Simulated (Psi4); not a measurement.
# A Psi4 job on CuH2ClO (SMILES [OH2+][Cu-][Cl])

Aim: the energy of CuH2ClO.

The calculation is run with Psi4 1.11.

4 further runs of the same task are left out: 2 that didn't finish, 2 set aside as unsound or not needed.

## Step 1: The molecule

CuH2ClO: 5 atoms, total charge 0, spin state singlet. SMILES: `[OH2+][Cu-][Cl]`. Geometry: relaxed at PBE0-D4/def2-TZVP. This is one conformer, not always the lowest.

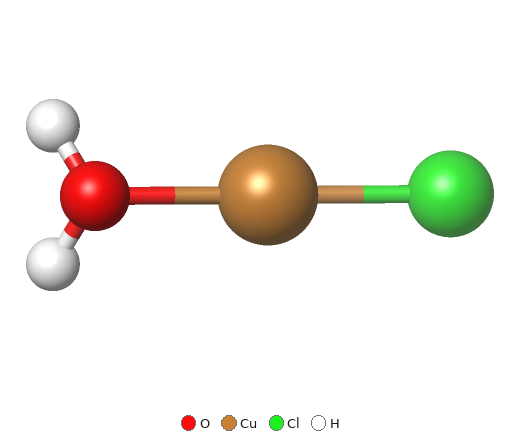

The structure, seen from a chosen angle (oxygen red, copper orange, chlorine green, hydrogen white).

## Step 2: The run

File job.py:

```python
import psi4

psi4.set_memory('1600 MB')
psi4.set_num_threads(1)
psi4.set_output_file('clcuh2o.out', False)

mol = psi4.geometry("""
O     -0.651300     0.716900    -0.357000
Cu     0.713600    -0.423800     0.458100
Cl     2.150600    -1.649200     1.309900
H     -1.560200     0.489100    -0.137400
H     -0.602700     0.793300    -1.315100
units angstrom
symmetry c1
""")

psi4.set_options({
    'basis': 'cc-pVDZ',
    'scf_type': 'df',
    'soscf': True,
})

energy_value = psi4.energy("tpssh")
print(f'tpssh energy: {energy_value:.10f} Eh')
```

Run with:

```console
$ python job.py
```

clcuh2o.out:

```text
Psi4 1.11 release

   => Loading Basis Set <=

    Name: CC-PVDZ
    Role: ORBITAL
    Keyword: BASIS

         ---------------------------------------------------------
                                   SCF
                              RKS Reference
                        1 Threads,   1525 MiB Core
         ---------------------------------------------------------

  ==> Geometry <==

    Molecular point group: c1
    Full point group: C1

    Geometry (in Angstrom), charge = 0, multiplicity = 1:

       Center              X                  Y                   Z               Mass
    ------------   -----------------  -----------------  -----------------  -----------------
         O           -1.578866011817     1.334462026488    -0.939005622385    15.994914619570
         CU          -0.213966011817     0.193762026488    -0.123905622385    62.929597720000
         CL           1.223033988183    -1.031637973512     0.727894377615    34.968852682000
         H           -2.487766011817     1.106662026488    -0.719405622385     1.007825032230
         H           -1.530266011817     1.410862026488    -1.897105622385     1.007825032230

  Running in c1 symmetry.

  Rotational constants: A =     11.08023  B =      0.07971  C =      0.07937 [cm^-1]
  Rotational constants: A = 332176.93331  B =   2389.51072  C =   2379.45668 [MHz]
  Nuclear repulsion =  231.825758358598478

  Charge       = 0
  Multiplicity = 1
  Electrons    = 56
  Nalpha       = 28
  Nbeta        = 28

  ==> Algorithm <==

  SCF Algorithm Type is DF.
  DIIS enabled.
  MOM disabled.
  Fractional occupation disabled.
  Guess Type is SAD.
  Energy threshold   = 1.00e-06
  Density threshold  = 1.00e-06
  Integral threshold = 1.00e-12

  ==> Primary Basis <==

  Basis Set: CC-PVDZ
    Blend: CC-PVDZ
    Number of shells: 35
    Number of basis functions: 85
    Number of Cartesian functions: 93
    Spherical Harmonics?: true
    Max angular momentum: 3

  ==> DFT Potential <==

   => LibXC <=

    Version 7.1.2

   => Composite Functional: TPSSH <=

    TPSSh Hyb-GGA Exchange-Correlation Functional

    Deriv               =              1
    GGA                 =           TRUE
    Meta                =           TRUE

    Exchange Hybrid     =           TRUE
    MP2 Hybrid          =          FALSE

   => Exchange Functionals <=

    0.9000   Tao, Perdew, Staroverov & Scuseria

   => Exact (HF) Exchange <=

    0.1000               HF

   => Correlation Functionals <=

    1.0000   Tao, Perdew, Staroverov & Scuseria

   => LibXC Density Thresholds  <==

    XC_HYB_MGGA_XC_TPSSH:  1.00E-15

   => Molecular Quadrature <=

    Radial Scheme          =       TREUTLER
    Pruning Scheme         =           NONE
    Nuclear Scheme         =       TREUTLER

    Blocking Scheme        =         OCTREE
    BS radius alpha        =              1
    Pruning alpha          =              1
    Radial Points          =             75
    Spherical Points       =            302
    Total Points           =         109072
    Total Blocks           =            891
    Max Points             =            256
    Max Functions          =             85
    Weights Tolerance      =       1.00E-15

   => Loading Basis Set <=

    Name: (CC-PVDZ AUX)
    Role: JKFIT
    Keyword: DF_BASIS_SCF

  ==> Integral Setup <==

  DFHelper Memory: AOs need 0.030 GiB; user supplied 0.558 GiB.
  SCF_SUBTYPE=INCORE selected. In-core MEM_DF algorithm will be used.
  Using in-core AOs.

  ==> MemDFJK: Density-Fitted J/K Matrices <==

    J tasked:                   Yes
    K tasked:                   Yes
    wK tasked:                   No
    Memory [MiB]:               571
    Algorithm:                 Core
    Schwarz Cutoff:           1E-12
    Mask sparsity (%):       0.1107
    Fitting Condition:        1E-10

   => Auxiliary Basis Set <=

  Basis Set: (CC-PVDZ AUX)
    Blend: CC-PVDZ-JKFIT + DEF2-UNIVERSAL-JKFIT
    Number of shells: 136
    Number of basis functions: 492
    Number of Cartesian functions: 638
    Spherical Harmonics?: true
    Max angular momentum: 6

  Cached 100.0% of DFT collocation blocks in 0.559 [GiB].

  Minimum eigenvalue in the overlap matrix is 5.2365881997E-03.
  Reciprocal condition number of the overlap matrix is 1.0886292269E-03.
    Using symmetric orthogonalization.

  ==> Pre-Iterations <==

  SCF Guess: Superposition of Atomic Densities via on-the-fly atomic UHF (no occupation information).

   -------------------------
    Irrep   Nso     Nmo
   -------------------------
     A         85      85
   -------------------------
    Total      85      85
   -------------------------

  ==> Iterations <==

                           Total Energy        Delta E     RMS |[F,P]|

   @DF-RKS iter SAD: -2175.00011268365961   -2.17500e+03   0.00000e+00
   @DF-RKS iter   1: -2173.59537426000770    1.40474e+00   5.06129e-02 ADIIS/DIIS
   @DF-RKS iter   2: -2132.29661242833527    4.12988e+01   1.08201e-01 ADIIS
   @DF-RKS iter   3: -2174.94577670705303   -4.26492e+01   4.44889e-02 ADIIS/DIIS
   @DF-RKS iter   4: -2177.22081146580831   -2.27503e+00   6.66287e-03 ADIIS/DIIS
```

Standard output:

```text
Traceback (most recent call last):
  File "job.py", line 23, in <module>
    energy_value = psi4.energy("tpssh")
RuntimeError:
Fatal Error: Vx: RKS does not support rotated V builds for MGGA's
```

Run time: 10 s. Hardware: 1 thread of Intel Xeon 6975P-C (Granite Rapids), shared host; peak memory 1.3 GiB.

## Step 3: What went wrong

The job broke off with an error.

The log says `Fatal Error: Vx: RKS does not support rotated V builds for MGGA's`. To mend it: soscf at its default in place of yes. The program turns down these settings as typed.
